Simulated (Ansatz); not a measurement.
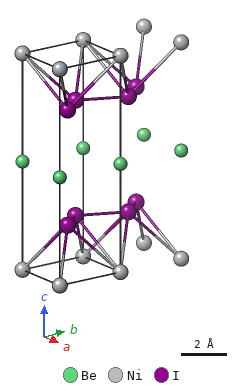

Starting structure of a crystal of BeNiI4 (a generated structure, set up in P6/mmm) (coarse preliminary run). A ball-and-stick model of the cell of the calculation, repeated 1 × 2 × 1 with one cell outlined, seen slightly off an axis.

All numbers below come from Ansatz 0.2.0, DFT PBE, scalar-relativistic, plane waves, PAW.

Input file:
```yaml
crystal:
  lattice:
    - [4.43188047, 0.0, 0.0]
    - [-2.21594023, 3.83812107, 0.0]
    - [0.0, 0.0, 9.84065852]
  atoms:
    - { symbol: Be, position: [0.0, 0.0, 0.5] }
    - { symbol: Ni, position: [0.0, 0.0, 0.0], spin: 2.0 }
    - { symbol: I, position: [0.66666667, 0.33333333, 0.23369201] }
    - { symbol: I, position: [0.33333333, 0.66666667, 0.76630799] }
    - { symbol: I, position: [0.33333333, 0.66666667, 0.23369201] }
    - { symbol: I, position: [0.66666667, 0.33333333, 0.76630799] }
basis:
  ecutwfc: 420
kpoints:
  mp_grid: { grid: [6, 6, 2] }
hamiltonian:
  xc: pbe
scf:
  occupations: { method: gaussian, width: 0.1 }
  lower_state_search: "off"
output:
  forces: true
  stress: true
  eigenvalues: true
  populations: true
magnetization:
  spin_polarized: true
relax:
  adjacent_minimum: "off"
  f_tol: 0.04
  max_steps: 70
  cell: { stress_tol: 0.4 }
```

Run as
```bash
ansatz run input.yaml --threads 1 --pin off --max-ram 2560MiB --backend cpu --events-out ev --progress --plain --runs-dir out
```

What does the optimiser find from here?

The largest moves relative to the cell, 0.056 Å, are those of I3, I4, I5 and I6. I4 goes along −c. Be and Ni stay in place. The volume changes by +21.6 %, with a = b 4.432 → 5.501 Å (+24.1 %), c 9.841 → 7.769 Å (−21.0 %). Among the contacts that change: I3–I5 2.559 → 3.176 Å, Ni2–I3 3.440 → 3.686 Å. The space group stays P6/mmm (No. 191). Over 10 accepted moves (12 points after the start) the energy falls by 1399 meV per atom. Largest force component: 0.41 eV/Å at the start, 0.021 eV/Å at the end. Pressure: 26.75 GPa at the start and −0.26 GPa at the end. The SCF was repeated twice at an unchanged geometry on a basis and grid sized afresh for the cell, which shifted the energy by 31.0 meV per atom at most. The run took 7.1 min on 1 thread of Arm Neoverse V1, on a shared host, peak memory 0.63 GiB.

The structure at the end:

```
Be Ni I
1.0
     5.50052    0.00000    0.00000
    -2.75026    4.76359    0.00000
     0.00000    0.00000    7.76948
Be Ni I
1 1 4
Direct
  0.00000 0.00000 0.50000
  0.00000 0.00000 0.00000
  0.66667 0.33333 0.24093
  0.33333 0.66667 0.75907
  0.33333 0.66667 0.24093
  0.66667 0.33333 0.75907
```

After the run, drawn alike:

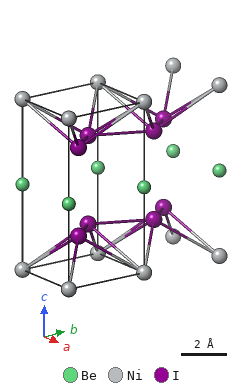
